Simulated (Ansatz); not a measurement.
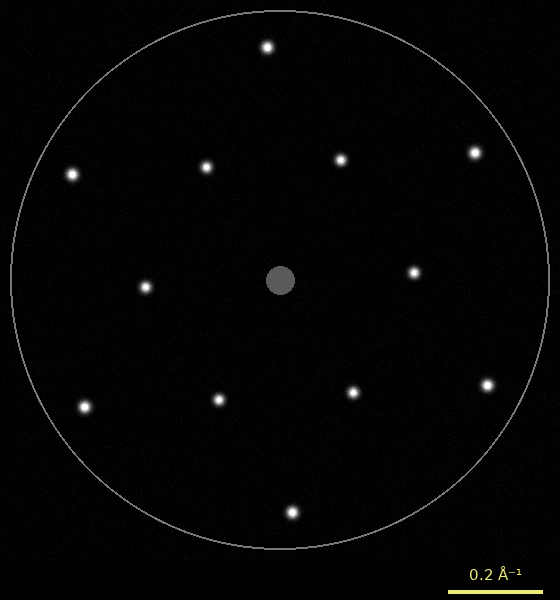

Simulated LEED pattern at 75 eV and normal incidence, from the upper face of a slab model. Spot positions follow from the surface net; brightness is a rough single-scattering estimate from the outer layers, good only for telling present from absent.

Find the real-space surface cell from the pattern.

The spots form a hexagonal reciprocal net with shortest vectors 0.289 and 0.289 Å⁻¹ at 60.0°. The primitive real-space mesh has edges 4.00 and 4.00 Å at 60.0° (or its supplement) and area 13.9 Å².

The slab has composition Si2Ge (3 atoms a cell, 1.7 Å thick). Structure: coordinates from a relaxation with DFT PBE, scalar-relativistic, plane waves, PAW in Ansatz 0.2.0; the starting structure was generated, so it need not be a known form of this composition.

```xyz
3
Lattice="4.0017 0.0000 0.0000 -2.0009 3.4656 0.0000 0.0000 0.0000 25.3040" Properties=species:S:1:pos:R:3 pbc="T T T"
Si    0.0000    2.3104    6.8178
Si    2.0009    1.1552    6.8178
Ge    0.0000    0.0000    8.4885
```
